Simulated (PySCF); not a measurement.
C₃H₉FSSi

```xyz
15

C    -2.3411    0.4122   -0.6649
S    -0.6507    0.9963   -0.9913
C     0.2786    0.0693    0.2927
C     0.4068   -1.4026   -0.0700
Si    1.9636    0.9369    0.5052
F     2.7195    0.1231    1.6776
H    -2.4327   -0.6371   -0.9298
H    -2.9979    1.0081   -1.2899
H    -2.5821    0.5679    0.3830
H    -0.3108    0.1749    1.2081
H     0.9946   -1.9191    0.6873
H    -0.5685   -1.8841   -0.1311
H     0.9051   -1.5129   -1.0310
H     1.8103    2.2918    1.0036
H     2.8009    0.7832   -0.6714
```

Geometry: GFN2-xTB.

Level of theory: CAM-B3LYP/def2-SVPD, SCF density, gas phase in PySCF.

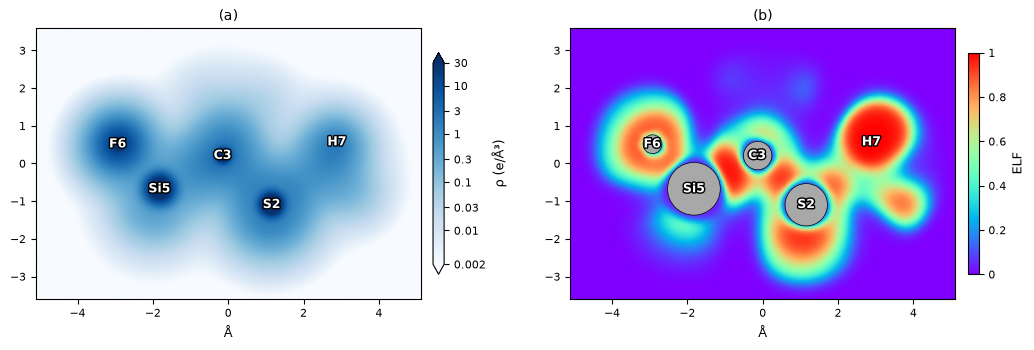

Figure 1. (a) total electron density; (b) electron localisation function on the plane of atoms C3, Si5 and F6. Grey discs cover the atomic cores in the ELF map.

What do the fields say about this system?

Answer. The section cuts through S, C, Si, F and H sites. Si–F (1.61 Å): ρ at the midpoint is about 1 e/Å³; the ELF peaks at about 0.85 in the valence shell of F, 0.6 Å from its nucleus, and is about 0.50 at the midpoint. C–S (1.84 Å): the density is about 1.2 e/Å³ at the midpoint; the ELF peaks at about 0.90 between the atoms: a covalent bond. C–Si (1.91 Å): ρ is about 0.96 e/Å³ halfway; the ELF peaks at about 1 between the atoms; a covalent bond. The ELF also peaks beside S2 and F6, away from the bonds: lone-pair regions.

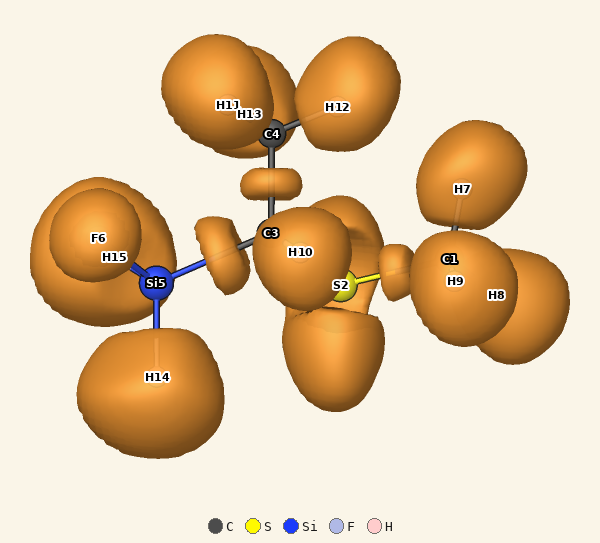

Figure 2. Isosurface of the electron localisation function at 0.8 (orange), seen across its widest extent. Only the valence region is drawn (cores and ρ < 0.01 e/Å³ removed).

What do the ELF domains correspond to?

Answer. At this value the surface marks out one region between bonded C–C atoms (shared pairs), two regions between bonded C–S atoms (shared pairs), one region between bonded C–Si atoms (shared pairs), nine regions around hydrogen nuclei, one lobe on S, pointing away from the bonds (lone pairs, which may merge into one lobe) and one region wrapped around F (its lone pairs, merged into a ring or cap). Profiles from the grid: C–C (1.52 Å): the ELF peaks at about 0.95 between the atoms; a covalent bond.

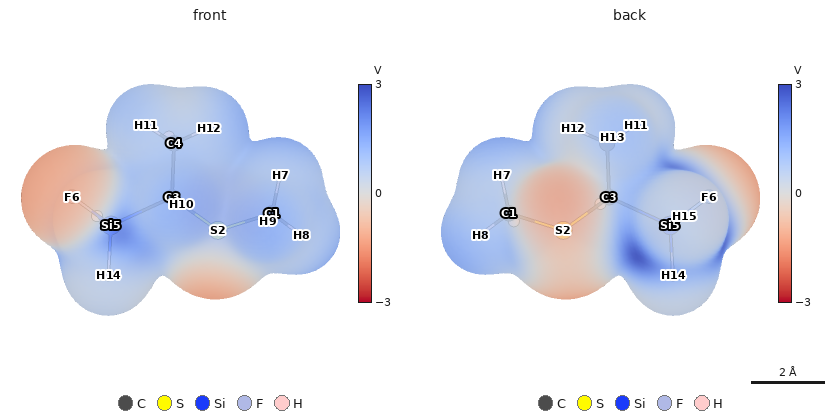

Figure 3. The electrostatic potential painted on the density surface at 0.004 e/bohr³, seen from the front and from behind; the colour scale runs from red (negative) to blue (positive).

Which sites attract a positive test charge, and which a negative one?

Answer. A positive charge is drawn to the negative regions and a negative charge to the positive ones. The most negative region (about −1.2 V) lies over S2 and F6, the most positive (about +2.4 V) over Si5.

What dipole moment does the calculation give?

Answer. Its dipole moment is 1.92 D.
